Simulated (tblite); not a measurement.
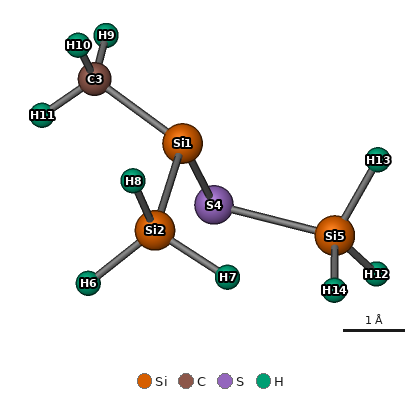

Figure 1. The input geometry (ball-and-stick view, seen at a tilt; atoms are numbered from 1 in the order of the input).

## Run report: CH9SSi3, geometry relaxation

CH9SSi3, multiplicity 2, computed with GFN2-xTB geometry optimisation, gas phase (tblite 0.8.0).

Log
```
step      E/eV     max force
  0    -412.18569    1.859
  1    -412.28173    0.779
  2    -412.31285    0.351
  3    -412.32392    0.305
  4    -412.33224    0.248
  5    -412.33923    0.225
  6    -412.34539    0.267
  7    -412.35203    0.285
  8    -412.35752    0.207
  9    -412.36118    0.202
 10    -412.36420    0.159
 11    -412.36712    0.169
 12    -412.37033    0.192
 13    -412.37387    0.147
 14    -412.37717    0.159
 15    -412.38022    0.137
 16    -412.38350    0.169
 17    -412.38687    0.153
 18    -412.38958    0.126
 19    -412.39158    0.112
 20    -412.39340    0.130
 21    -412.39539    0.168
 22    -412.39770    0.163
 23    -412.40030    0.141
 24    -412.40274    0.098
 25    -412.40440    0.079
 26    -412.40517    0.074
 27    -412.40559    0.066
 28    -412.40606    0.053
 29    -412.40670    0.078
 30    -412.40743    0.075
 31    -412.40796    0.061
 32    -412.40822    0.037
 33    -412.40835    0.029
 34    -412.40847    0.026
 35    -412.40860    0.033
 36    -412.40871    0.030
 37    -412.40879    0.020
 38    -412.40884    0.023
 39    -412.40888    0.021
 40    -412.40893    0.027
 41    -412.40899    0.028
 42    -412.40906    0.023
 43    -412.40912    0.026
 44    -412.40918    0.029
 45    -412.40926    0.028
 46    -412.40938    0.036
 47    -412.40949    0.034
 48    -412.40956    0.019
 49    -412.40960    0.017
 50    -412.40964    0.022
 51    -412.40973    0.033
 52    -412.40986    0.041
 53    -412.40998    0.032
 54    -412.41005    0.017
 55    -412.41008    0.015
 56    -412.41012    0.022
 57    -412.41019    0.025
 58    -412.41027    0.022
 59    -412.41035    0.019
 60    -412.41041    0.015
 61    -412.41046    0.018
 62    -412.41051    0.018
 63    -412.41057    0.018
 64    -412.41064    0.019
 65    -412.41072    0.023
 66    -412.41086    0.036
 67    -412.41110    0.049
 68    -412.41142    0.051
 69    -412.41172    0.038
 70    -412.41194    0.030
 71    -412.41210    0.029
 72    -412.41226    0.050
 73    -412.41253    0.058
 74    -412.41277    0.033
 75    -412.41288    0.020
 76    -412.41291    0.020
 77    -412.41301    0.019
 78    -412.41303    0.015
 79    -412.41306    0.014
 80    -412.41308    0.013
 81    -412.41312    0.018
 82    -412.41316    0.023
 83    -412.41319    0.018
 84    -412.41322    0.009
 85    -412.41323    0.009
 86    -412.41324    0.011
 87    -412.41326    0.015
 88    -412.41329    0.016
 89    -412.41333    0.015
 90    -412.41338    0.018
 91    -412.41343    0.016
 92    -412.41346    0.016
 93    -412.41347    0.013
 94    -412.41348    0.008
 95    -412.41349    0.009
 96    -412.41351    0.012
 97    -412.41352    0.011
 98    -412.41354    0.011
 99    -412.41356    0.010
100    -412.41358    0.008
101    -412.41359    0.008
102    -412.41360    0.010
103    -412.41362    0.014
104    -412.41365    0.018
105    -412.41371    0.026
106    -412.41380    0.028
107    -412.41391    0.031
108    -412.41405    0.035
109    -412.41423    0.034
110    -412.41444    0.047
111    -412.41463    0.053
112    -412.41472    0.036
113    -412.41483    0.019
114    -412.41490    0.019
115    -412.41503    0.029
116    -412.41516    0.036
117    -412.41526    0.024
118    -412.41529    0.012
119    -412.41531    0.013
120    -412.41533    0.012
121    -412.41536    0.018
122    -412.41539    0.019
123    -412.41541    0.013
124    -412.41543    0.010
125    -412.41544    0.009
126    -412.41545    0.010
127    -412.41547    0.011
128    -412.41548    0.011
129    -412.41550    0.009
130    -412.41551    0.009
131    -412.41553    0.010
132    -412.41554    0.009
133    -412.41555    0.010
134    -412.41557    0.009
135    -412.41558    0.009
136    -412.41559    0.010
137    -412.41562    0.014
138    -412.41565    0.018
139    -412.41568    0.022
140    -412.41572    0.022
141    -412.41575    0.012
142    -412.41577    0.013
143    -412.41579    0.012
144    -412.41581    0.017
145    -412.41583    0.017
146    -412.41586    0.014
147    -412.41588    0.008
```

Trajectory as extended XYZ (Å, eV, eV/Å), 16 of the 26 frames kept, from step=0 to step=147
```
14
Properties=species:S:1:pos:R:3:forces:R:3 step=0 energy=-412.18569
Si    0.0411    0.5978   -0.4088   -0.2330   0.0490   1.7940
Si   -1.8367   -0.0223    0.8189    0.2180   0.5270  -0.0630
C    -0.4773    1.5068   -1.9178    0.1470   0.3750  -1.8140
S     1.2611   -1.0619   -0.9891    0.4620  -0.6020  -0.1940
Si    2.1979   -1.3907    0.9037    0.3860   0.1210   0.7650
H    -2.6697   -0.9248    0.0414   -0.2800  -0.1540   0.0690
H    -1.3927   -0.6668    2.0516   -0.1260  -0.0460   0.0640
H    -2.6103    1.2108    1.1460    0.2320  -0.4500  -0.0980
H     0.3888    1.8480   -2.5133   -0.4490  -0.1490   0.1560
H    -1.0631    2.3737   -1.6711   -0.1800   0.2990   0.1010
H    -1.0950    0.8721   -2.5670    0.1880   0.1640   0.0400
H     3.2254   -2.4440    0.7894   -0.3710   0.2570  -0.1550
H     2.8376   -0.1096    1.3361   -0.2890  -0.4960  -0.2380
H     1.1727   -1.7643    1.9160    0.2950   0.1050  -0.4260
14
Properties=species:S:1:pos:R:3:forces:R:3 step=12 energy=-412.37033
Si    0.0373    0.6726   -0.3423   -0.0050   0.0320  -0.0730
Si   -1.8210   -0.0405    0.8135   -0.1090  -0.0860   0.0620
C    -0.4581    1.5357   -1.9744    0.0000  -0.0190   0.0240
S     1.2940   -1.0358   -0.9337    0.0940   0.0270   0.1160
Si    2.2409   -1.3961    0.9575   -0.0910   0.0180  -0.1680
H    -2.7542   -0.9488    0.1349    0.0000  -0.0210   0.0260
H    -1.4644   -0.6902    2.0788    0.0270  -0.0020  -0.0190
H    -2.5913    1.1572    1.1406   -0.0300   0.0850   0.0180
H     0.3898    1.8637   -2.5716   -0.0380  -0.0430   0.0510
H    -1.0655    2.4054   -1.7347    0.0180  -0.0020  -0.0880
H    -1.0599    0.8642   -2.5860    0.0620   0.0400  -0.0090
H     3.1997   -2.4645    0.7203   -0.0460   0.0520  -0.0050
H     2.8461   -0.1243    1.3385    0.0420  -0.0740   0.0550
H     1.1861   -1.7739    1.8946    0.0760  -0.0080   0.0100
14
Properties=species:S:1:pos:R:3:forces:R:3 step=18 energy=-412.38958
Si   -0.0143    0.7033   -0.3400   -0.0520   0.0110   0.1030
Si   -1.8583   -0.0591    0.8330   -0.0190   0.0040  -0.0100
C    -0.4490    1.5484   -1.9957   -0.0340  -0.0250   0.0160
S     1.3155   -0.9539   -0.9215   -0.0080   0.0070  -0.0390
Si    2.2398   -1.3908    0.9452    0.0530  -0.0130   0.0560
H    -2.8106   -0.9880    0.2020    0.0260   0.0590   0.0150
H    -1.4805   -0.7135    2.0940    0.0340   0.0710  -0.0600
H    -2.5951    1.1713    1.1475   -0.0220  -0.0620   0.0200
H     0.4139    1.8555   -2.5764    0.1040  -0.0320   0.0340
H    -1.0627    2.4269   -1.8237   -0.0410   0.0150   0.0140
H    -1.0199    0.8535   -2.6037   -0.0510  -0.0270  -0.1120
H     3.1756   -2.4632    0.6702    0.0280  -0.0420  -0.0590
H     2.8961   -0.1718    1.3919    0.0420   0.0440   0.0280
H     1.2290   -1.7938    1.9135   -0.0610  -0.0100  -0.0060
14
Properties=species:S:1:pos:R:3:forces:R:3 step=30 energy=-412.40743
Si   -0.0872    0.7305   -0.3270   -0.0080   0.0600  -0.0200
Si   -1.9070   -0.0548    0.8461   -0.0200  -0.0010   0.0170
C    -0.4515    1.5356   -2.0218    0.0170   0.0030  -0.0060
S     1.3359   -0.8535   -0.8841    0.0320  -0.0370   0.0000
Si    2.2709   -1.3899    0.9563   -0.0400   0.0040  -0.0630
H    -2.8687   -0.9970    0.2556    0.0140   0.0090   0.0130
H    -1.4451   -0.6839    2.0903   -0.0100   0.0180  -0.0210
H    -2.6633    1.1531    1.1927   -0.0180  -0.0240   0.0140
H     0.4683    1.8180   -2.5292   -0.0360  -0.0180   0.0000
H    -1.0616    2.4283   -1.9081    0.0000  -0.0420  -0.0040
H    -0.9847    0.8410   -2.6706    0.0390   0.0340   0.0310
H     3.1613   -2.4716    0.5801    0.0280  -0.0240  -0.0010
H     2.9713   -0.2182    1.4601    0.0280   0.0300   0.0220
H     1.2411   -1.8127    1.8957   -0.0250  -0.0140   0.0190
14
Properties=species:S:1:pos:R:3:forces:R:3 step=42 energy=-412.40906
Si   -0.0878    0.7460   -0.3229   -0.0170   0.0080   0.0000
Si   -1.9122   -0.0445    0.8480    0.0070   0.0000   0.0020
C    -0.4471    1.5354   -2.0246    0.0030   0.0070   0.0090
S     1.3345   -0.8450   -0.8836    0.0000  -0.0010  -0.0080
Si    2.2702   -1.3929    0.9495    0.0100  -0.0030   0.0210
H    -2.8647   -0.9977    0.2628    0.0060  -0.0030  -0.0110
H    -1.4409   -0.6709    2.0877    0.0090  -0.0020   0.0140
H    -2.6917    1.1426    1.2101    0.0000   0.0090  -0.0050
H     0.4710    1.8222   -2.5299    0.0060  -0.0030  -0.0090
H    -1.0672    2.4213   -1.9224   -0.0170  -0.0080  -0.0010
H    -0.9679    0.8304   -2.6699    0.0110   0.0020   0.0030
H     3.1654   -2.4741    0.5754   -0.0080   0.0030  -0.0060
H     2.9792   -0.2290    1.4677   -0.0070  -0.0030  -0.0070
H     1.2388   -1.8190    1.8881   -0.0030  -0.0050  -0.0030
14
Properties=species:S:1:pos:R:3:forces:R:3 step=48 energy=-412.40956
Si   -0.0884    0.7594   -0.3174    0.0110  -0.0030  -0.0030
Si   -1.9088   -0.0390    0.8537    0.0040  -0.0010   0.0020
C    -0.4470    1.5381   -2.0240    0.0010  -0.0070  -0.0070
S     1.3279   -0.8401   -0.8795   -0.0010   0.0040   0.0020
Si    2.2676   -1.3987    0.9492   -0.0130   0.0100  -0.0100
H    -2.8457   -1.0009    0.2570    0.0020   0.0040   0.0040
H    -1.4346   -0.6630    2.0944   -0.0040   0.0090   0.0010
H    -2.6992    1.1435    1.2106    0.0060  -0.0100  -0.0040
H     0.4707    1.8313   -2.5270   -0.0080   0.0090   0.0040
H    -1.0829    2.4145   -1.9355    0.0050  -0.0110   0.0080
H    -0.9519    0.8187   -2.6659    0.0030   0.0010  -0.0070
H     3.1642   -2.4779    0.5723   -0.0100   0.0050  -0.0080
H     2.9731   -0.2323    1.4646    0.0020  -0.0010   0.0110
H     1.2343   -1.8289    1.8836    0.0020  -0.0070   0.0070
14
Properties=species:S:1:pos:R:3:forces:R:3 step=60 energy=-412.41041
Si   -0.0803    0.7739   -0.3161   -0.0120  -0.0070   0.0060
Si   -1.8962   -0.0300    0.8602    0.0020  -0.0020  -0.0020
C    -0.4481    1.5366   -2.0277    0.0050  -0.0030   0.0090
S     1.3255   -0.8319   -0.8788   -0.0040   0.0090  -0.0010
Si    2.2557   -1.4033    0.9492    0.0060  -0.0030   0.0020
H    -2.8132   -1.0080    0.2594   -0.0010   0.0030   0.0090
H    -1.4263   -0.6385    2.1102    0.0030   0.0070  -0.0030
H    -2.7053    1.1428    1.2050    0.0060  -0.0020  -0.0080
H     0.4647    1.8614   -2.5201   -0.0070   0.0080  -0.0060
H    -1.1134    2.3915   -1.9446   -0.0010  -0.0140  -0.0050
H    -0.9197    0.7983   -2.6735    0.0000   0.0150  -0.0020
H     3.1476   -2.4771    0.5478    0.0050  -0.0010   0.0140
H     2.9605   -0.2432    1.4811   -0.0020  -0.0100   0.0000
H     1.2280   -1.8477    1.8841    0.0000   0.0000  -0.0110
14
Properties=species:S:1:pos:R:3:forces:R:3 step=72 energy=-412.41226
Si   -0.0696    0.7923   -0.3264   -0.0290  -0.0150   0.0130
Si   -1.8711   -0.0143    0.8723    0.0200   0.0030  -0.0460
C    -0.4588    1.5399   -2.0405   -0.0120   0.0100   0.0080
S     1.3468   -0.8039   -0.8830    0.0250  -0.0060  -0.0200
Si    2.2393   -1.4305    0.9453    0.0060  -0.0160   0.0340
H    -2.7646   -1.0400    0.3151    0.0110   0.0120   0.0200
H    -1.3847   -0.5491    2.1482   -0.0020  -0.0050   0.0140
H    -2.7048    1.1563    1.1560   -0.0130   0.0060   0.0050
H     0.4264    1.9734   -2.4997   -0.0240  -0.0090   0.0030
H    -1.2143    2.3175   -1.9578    0.0230  -0.0240  -0.0240
H    -0.8313    0.7699   -2.7148    0.0110   0.0310   0.0240
H     3.1443   -2.4923    0.5383   -0.0150   0.0120   0.0030
H     2.9325   -0.2946    1.5402    0.0010   0.0110  -0.0170
H     1.1894   -1.9000    1.8429   -0.0010  -0.0100  -0.0160
14
Properties=species:S:1:pos:R:3:forces:R:3 step=78 energy=-412.41303
Si   -0.0618    0.7915   -0.3321    0.0000   0.0010  -0.0020
Si   -1.8583   -0.0070    0.8726   -0.0050   0.0020   0.0110
C    -0.4641    1.5419   -2.0416    0.0000  -0.0030   0.0010
S     1.3657   -0.7973   -0.8882    0.0010   0.0120  -0.0090
Si    2.2321   -1.4408    0.9481    0.0110   0.0020   0.0000
H    -2.7459   -1.0503    0.3422   -0.0010  -0.0050   0.0030
H    -1.3704   -0.5123    2.1613   -0.0040   0.0020   0.0000
H    -2.7047    1.1608    1.1348    0.0020  -0.0030  -0.0020
H     0.4051    2.0160   -2.4890    0.0080  -0.0030  -0.0050
H    -1.2510    2.2866   -1.9629    0.0000   0.0050   0.0080
H    -0.7990    0.7659   -2.7268    0.0050  -0.0070  -0.0010
H     3.1424   -2.4974    0.5420   -0.0020  -0.0020   0.0000
H     2.9203   -0.3077    1.5550   -0.0130  -0.0020  -0.0050
H     1.1692   -1.9251    1.8209   -0.0030   0.0000   0.0000
14
Properties=species:S:1:pos:R:3:forces:R:3 step=90 energy=-412.41338
Si   -0.0577    0.7901   -0.3311   -0.0080   0.0040   0.0080
Si   -1.8529   -0.0066    0.8782   -0.0050  -0.0130  -0.0070
C    -0.4625    1.5393   -2.0397   -0.0040   0.0080  -0.0150
S     1.3786   -0.7849   -0.8982    0.0030  -0.0090  -0.0020
Si    2.2272   -1.4426    0.9416   -0.0100  -0.0010   0.0000
H    -2.7378   -1.0593    0.3597    0.0110   0.0020   0.0060
H    -1.3685   -0.4934    2.1749    0.0020  -0.0010   0.0030
H    -2.7048    1.1601    1.1233   -0.0030   0.0090   0.0000
H     0.4036    2.0222   -2.4844    0.0030  -0.0010   0.0020
H    -1.2565    2.2772   -1.9610    0.0090  -0.0120  -0.0050
H    -0.7857    0.7604   -2.7278   -0.0060   0.0090   0.0100
H     3.1416   -2.4978    0.5412    0.0020   0.0050  -0.0010
H     2.9005   -0.3074    1.5594    0.0030  -0.0020   0.0060
H     1.1546   -1.9324    1.8002    0.0020   0.0000  -0.0050
14
Properties=species:S:1:pos:R:3:forces:R:3 step=102 energy=-412.41360
Si   -0.0575    0.7959   -0.3300   -0.0020   0.0000  -0.0070
Si   -1.8476   -0.0044    0.8850    0.0060   0.0020  -0.0020
C    -0.4610    1.5395   -2.0420   -0.0010   0.0010   0.0010
S     1.3835   -0.7736   -0.9026    0.0030   0.0010   0.0050
Si    2.2188   -1.4459    0.9375    0.0010  -0.0010  -0.0010
H    -2.7186   -1.0755    0.3831   -0.0020  -0.0010  -0.0020
H    -1.3614   -0.4677    2.1899    0.0050   0.0030   0.0040
H    -2.7092    1.1596    1.1109   -0.0030  -0.0030  -0.0020
H     0.4019    2.0329   -2.4812    0.0010  -0.0020   0.0010
H    -1.2652    2.2660   -1.9699   -0.0010   0.0050  -0.0020
H    -0.7694    0.7552   -2.7302   -0.0050   0.0020   0.0000
H     3.1424   -2.4914    0.5325   -0.0030   0.0010   0.0030
H     2.8861   -0.3180    1.5763   -0.0090  -0.0050   0.0000
H     1.1367   -1.9479    1.7769    0.0100  -0.0020   0.0010
14
Properties=species:S:1:pos:R:3:forces:R:3 step=108 energy=-412.41405
Si   -0.0578    0.8043   -0.3371   -0.0080  -0.0170   0.0190
Si   -1.8332   -0.0050    0.8929   -0.0280  -0.0040   0.0200
C    -0.4613    1.5454   -2.0494    0.0060  -0.0040  -0.0110
S     1.3920   -0.7589   -0.9049    0.0000   0.0090  -0.0160
Si    2.2064   -1.4535    0.9352   -0.0030   0.0010  -0.0010
H    -2.6870   -1.1081    0.4276    0.0190   0.0080  -0.0060
H    -1.3431   -0.4196    2.2141    0.0100   0.0080  -0.0190
H    -2.7245    1.1432    1.0868    0.0080  -0.0010  -0.0060
H     0.4103    2.0209   -2.4917   -0.0140   0.0210   0.0000
H    -1.2555    2.2836   -1.9779    0.0220  -0.0010  -0.0070
H    -0.7814    0.7640   -2.7356   -0.0160  -0.0060   0.0080
H     3.1524   -2.4754    0.5241    0.0040  -0.0110   0.0020
H     2.8451   -0.3298    1.6077    0.0000   0.0090   0.0060
H     1.1171   -1.9864    1.7444    0.0010  -0.0110   0.0110
14
Properties=species:S:1:pos:R:3:forces:R:3 step=120 energy=-412.41533
Si   -0.0469    0.8140   -0.3485   -0.0050   0.0070   0.0060
Si   -1.7998   -0.0013    0.9097    0.0020  -0.0020  -0.0060
C    -0.4627    1.5581   -2.0575    0.0010  -0.0050   0.0010
S     1.4008   -0.7487   -0.9199    0.0090  -0.0040   0.0070
Si    2.1713   -1.4716    0.9300   -0.0050   0.0040  -0.0080
H    -2.5811   -1.1764    0.4983    0.0020   0.0110   0.0030
H    -1.2935   -0.3088    2.2536   -0.0030   0.0030  -0.0080
H    -2.7495    1.1091    1.0245    0.0000  -0.0040   0.0010
H     0.4148    1.9959   -2.5258    0.0010   0.0000  -0.0020
H    -1.2222    2.3301   -1.9736   -0.0010   0.0000   0.0070
H    -0.8352    0.7860   -2.7274   -0.0030  -0.0060  -0.0010
H     3.1774   -2.4400    0.5309    0.0010   0.0010  -0.0020
H     2.7271   -0.3401    1.6614    0.0010  -0.0030   0.0040
H     1.0792   -2.0814    1.6806    0.0010  -0.0020  -0.0020
14
Properties=species:S:1:pos:R:3:forces:R:3 step=132 energy=-412.41554
Si   -0.0391    0.8275   -0.3499   -0.0050   0.0040  -0.0040
Si   -1.7838    0.0080    0.9160    0.0010   0.0060   0.0000
C    -0.4657    1.5592   -2.0614    0.0000  -0.0030   0.0030
S     1.4173   -0.7272   -0.9210    0.0040   0.0010  -0.0060
Si    2.1579   -1.4844    0.9262    0.0040   0.0010   0.0050
H    -2.5378   -1.1952    0.5387    0.0000  -0.0030  -0.0050
H    -1.2735   -0.2475    2.2687   -0.0020  -0.0030   0.0050
H    -2.7625    1.0957    0.9971    0.0040   0.0040   0.0000
H     0.4042    2.0099   -2.5315    0.0040   0.0020  -0.0010
H    -1.2375    2.3189   -1.9786   -0.0030   0.0030   0.0020
H    -0.8258    0.7794   -2.7291   -0.0050  -0.0070   0.0000
H     3.1844   -2.4302    0.5241   -0.0030   0.0030   0.0010
H     2.6836   -0.3650    1.6975    0.0020  -0.0010   0.0010
H     1.0580   -2.1243    1.6395   -0.0010  -0.0050  -0.0030
14
Properties=species:S:1:pos:R:3:forces:R:3 step=138 energy=-412.41565
Si   -0.0355    0.8331   -0.3490   -0.0020  -0.0080   0.0030
Si   -1.7786    0.0109    0.9184   -0.0010  -0.0030  -0.0050
C    -0.4675    1.5582   -2.0618    0.0020  -0.0060   0.0140
S     1.4236   -0.7188   -0.9226    0.0100  -0.0030   0.0150
Si    2.1553   -1.4861    0.9253   -0.0060   0.0060  -0.0130
H    -2.5263   -1.1968    0.5416    0.0050   0.0020  -0.0010
H    -1.2749   -0.2377    2.2751    0.0000  -0.0010  -0.0010
H    -2.7626    1.0941    0.9896    0.0010   0.0080   0.0020
H     0.4031    2.0017   -2.5377   -0.0060  -0.0050  -0.0080
H    -1.2345    2.3226   -1.9780   -0.0050   0.0050  -0.0040
H    -0.8364    0.7757   -2.7217    0.0030   0.0060  -0.0050
H     3.1893   -2.4241    0.5262    0.0050  -0.0050  -0.0060
H     2.6718   -0.3704    1.7073    0.0000   0.0040   0.0070
H     1.0528   -2.1377    1.6234   -0.0030  -0.0010   0.0020
14
Properties=species:S:1:pos:R:3:forces:R:3 step=147 energy=-412.41588
Si   -0.0324    0.8393   -0.3465    0.0000   0.0060  -0.0050
Si   -1.7765    0.0172    0.9185   -0.0020  -0.0060  -0.0020
C    -0.4740    1.5536   -2.0616    0.0000  -0.0010  -0.0020
S     1.4462   -0.6952   -0.9167    0.0020  -0.0040   0.0010
Si    2.1589   -1.4895    0.9265   -0.0050   0.0020  -0.0050
H    -2.5194   -1.1929    0.5397    0.0010   0.0060   0.0000
H    -1.2799   -0.2287    2.2780    0.0040  -0.0020   0.0000
H    -2.7604    1.1013    0.9840    0.0020  -0.0010   0.0000
H     0.3965    1.9821   -2.5515   -0.0070  -0.0040   0.0010
H    -1.2318    2.3276   -1.9784    0.0020  -0.0040   0.0000
H    -0.8586    0.7699   -2.7116    0.0030   0.0060   0.0040
H     3.2003   -2.4179    0.5229    0.0010   0.0020  -0.0020
H     2.6607   -0.3850    1.7340    0.0000   0.0000   0.0040
H     1.0500   -2.1571    1.5989   -0.0020  -0.0010   0.0040
```

The run was set up as follows.

Input
```
{"job": {"kind": "relax", "xc": "GFN2-xTB", "basis": "xTB"}, "charge": 0, "multiplicity": 2}
Si     0.041073     0.597793    -0.408770
Si    -1.836679    -0.022251     0.818941
C     -0.477349     1.506759    -1.917789
S      1.261086    -1.061856    -0.989101
Si     2.197893    -1.390672     0.903688
H     -2.669702    -0.924782     0.041366
H     -1.392701    -0.666847     2.051650
H     -2.610343     1.210836     1.146034
H      0.388778     1.848019    -2.513347
H     -1.063123     2.373657    -1.671073
H     -1.094994     0.872109    -2.567004
H      3.225377    -2.443981     0.789446
H      2.837555    -0.109639     1.336149
H      1.172708    -1.764344     1.915959
```

The first line tells a small driver script what to run in tblite; the rest is the geometry in Å.

Launch command:
```bash
OMP_NUM_THREADS=1 python <driver script> task.json out
```

Results in brief

| quantity | value |
| --- | --- |
| outcome | converged |
| total energy | −412.4159 eV |
| hardware | 1 CPU thread, shared host |
| wall time | 7.8 s |
| peak memory | 0.18 GiB |
